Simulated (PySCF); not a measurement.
## Run report: C₄H₈Al₂Cl₂, excited-state calculation

The run: excited-state calculation of C₄H₈Al₂Cl₂. Method and program: TDDFT CAM-B3LYP/def2-SVPD, vertical, gas phase, core orbitals frozen in the response (PySCF 2.14.0).

The geometry comes from this level: GFN2-xTB.

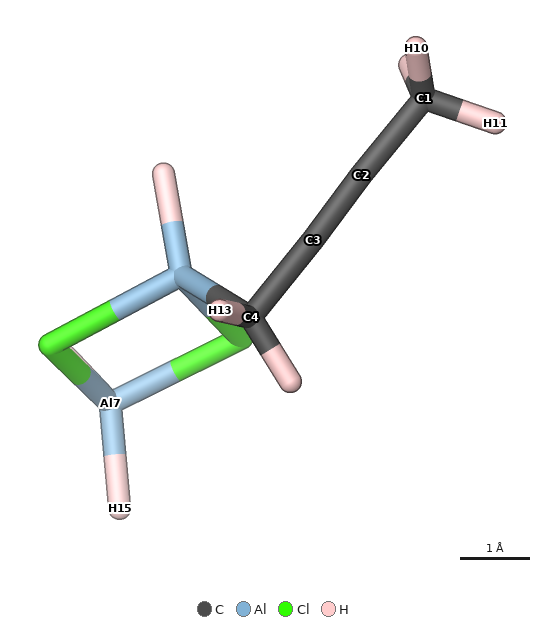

*The structure (stick view, seen at a tilt; atoms are numbered from 1 in the order of the input). Sticks mark near contacts.*

Bond lengths as drawn: Al–C 1.99 Å, Al–Cl 2.17 to 2.22 Å, Al–H 1.54 Å, C–C 1.20 to 1.46 Å and C–H 1.09 to 1.10 Å.

Summary

```csv
quantity,value
outcome,converged
total energy,−1561.983508 hartree
HOMO,−8.23 eV
LUMO,0.38 eV
dipole moment,1.59 D
mean polarisability,121.91 a.u.
lowest singlet excitation,5.95 eV
hardware,"1 CPU thread, shared host"
wall time,2.2 min
peak memory,1.1 GiB
```

Input file
```
{"job": {"kind": "uv", "xc": "CAM-B3LYP", "basis": "def2-SVPD", "nstates": 8, "ntriplets": 3}, "charge": 0, "multiplicity": 1}
C     -3.398569     0.623921     0.611483
C     -2.219796     0.207463    -0.120881
C     -1.288401    -0.197964    -0.767437
C     -0.113138    -0.630811    -1.516498
Al     0.934010     0.660287    -0.428457
Cl     1.612732    -0.327986     1.442873
Al     3.685523     0.043398     0.900235
Cl     3.052897     0.977139    -0.968169
H     -3.115582     1.265941     1.445386
H     -4.069254     1.177032    -0.046081
H     -3.925522    -0.247757     1.000409
H      0.008350    -1.713515    -1.396781
H     -0.275649    -0.433554    -2.580441
H      0.459125     2.049331     0.025428
H      4.364188    -1.300036     0.562758
H      4.281486     1.123537     1.824761
```

The first line tells a small driver script what to run in PySCF; the rest is the geometry in Å.

Launch command:
```bash
OMP_NUM_THREADS=1 python <driver script> task.json out
```

What the program printed
```
coarse grid: 15800 points
cycle   1  E = -1561.7431063042  dE =  1.005e+00  |g| = 3.776e-01  |ddm| = 8.522e+00
cycle   2  E = -1561.7726425136  dE = -2.954e-02  |g| = 2.378e-01  |ddm| = 2.543e+00
cycle   3  E = -1561.7886316036  dE = -1.599e-02  |g| = 4.088e-02  |ddm| = 6.655e-01
cycle   4  E = -1561.7891239127  dE = -4.923e-04  |g| = 1.597e-02  |ddm| = 1.460e-01
cycle   5  E = -1561.7891699699  dE = -4.606e-05  |g| = 9.268e-03  |ddm| = 4.458e-02
cycle   6  E = -1561.7891909926  dE = -2.102e-05  |g| = 1.300e-03  |ddm| = 2.142e-02
cycle   7  E = -1561.7891914889  dE = -4.962e-07  |g| = 3.284e-04  |ddm| = 3.791e-03
final grid: 135080 points
cycle   8  E = -1561.9835057826  dE = -2.440e-05  |g| = 3.207e-03  |ddm| = 1.013e-01
cycle   9  E = -1561.9835066368  dE = -8.543e-07  |g| = 2.654e-03  |ddm| = 1.423e-02
cycle  10  E = -1561.9835083670  dE = -1.730e-06  |g| = 2.231e-04  |ddm| = 4.896e-03
cycle  11  E = -1561.9835083739  dE = -6.884e-09  |g| = 1.662e-04  |ddm| = 6.774e-04
cycle  12  E = -1561.9835083805  dE = -6.624e-09  |g| = 5.333e-05  |ddm| = 3.524e-04
cycle  13  E = -1561.9835083812  dE = -6.830e-10  |g| = 7.515e-06  |ddm| = 1.159e-04
```

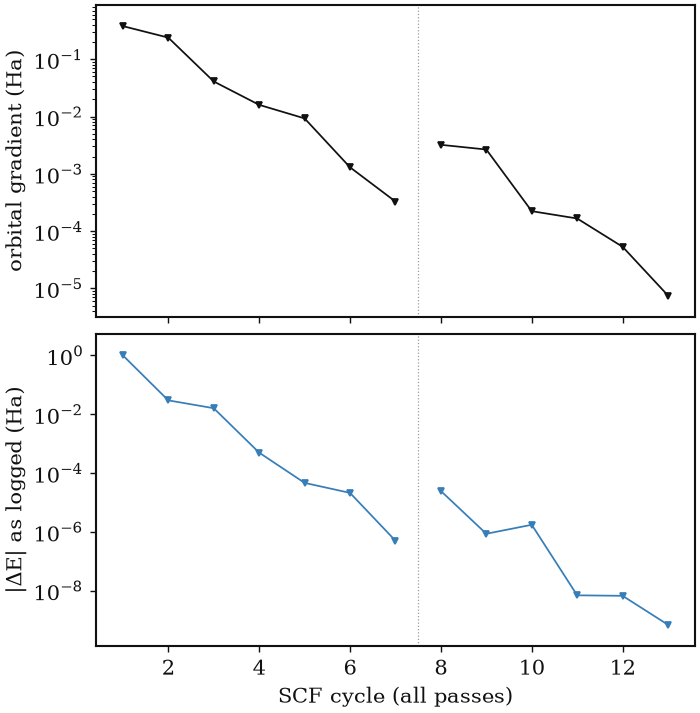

*Convergence of the self-consistent field: orbital gradient and size of the energy change against the SCF cycle. The dotted line marks the change from a coarse to the final integration grid.*

The first 7 cycles use a coarse grid, the final grid takes over at cycle 8, and the field converges after 13 cycles in all.

```
converged SCF energy = -1561.9835083812

Static polarisability (au): isotropic 121.913, principal 100.009 109.486 156.242

Singlet excitations
state   eV       nm        f      main configurations
  1   5.9544    208.2   0.03987   H->L 0.55, H->L+7 0.13, H->L+6 0.10
  2   6.2827    197.3   0.00208   H->L+1 0.59, H->L+3 0.17
  3   6.4193    193.1   0.04272   H->L+6 0.17, H->L+8 0.17, H->L 0.15
  4   6.4759    191.5   0.00034   H-1->L 0.30, H-1->L+7 0.20, H-1->L+5 0.08
  5   6.6822    185.5   0.01486   H-1->L+8 0.17, H->L+7 0.14
  6   6.7597    183.4   0.00143   H-2->L 0.75
  7   6.8709    180.4   0.00472   H-1->L+1 0.58, H-1->L+3 0.18
  8   7.1171    174.2   0.01990   H->L+3 0.34, H->L+1 0.16, H-1->L 0.12

Triplet excitations (Tamm-Dancoff, eV): 5.2279 5.6470 5.7914
```

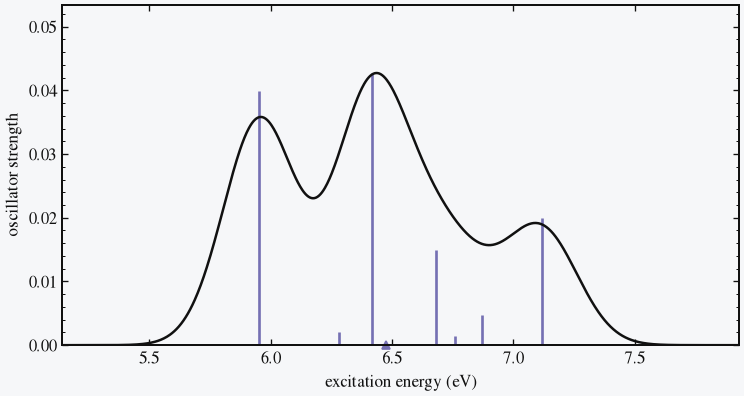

*Computed excitations as sticks (degenerate states added up, dark ones marked on the axis), with a Gaussian envelope of 0.35 eV full width at half maximum, scaled to the tallest.*

Of the 8 states the lowest lies at 5.95 eV (f = 0.040); the strongest line is at 6.42 eV, or 193 nm (f = 0.043).

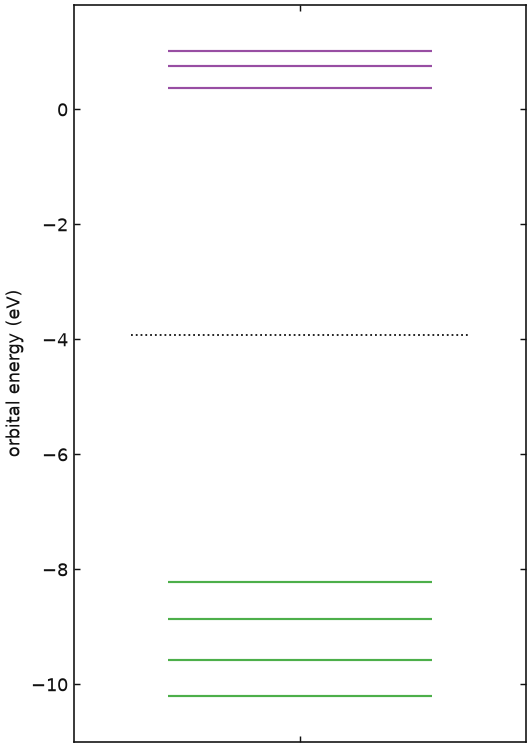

*Orbital energies near the frontier; the dotted line parts filled from empty levels, and levels within 0.02 eV of each other stand side by side.*

Highest filled −8.23 eV, lowest empty 0.38 eV, 8.61 eV apart.
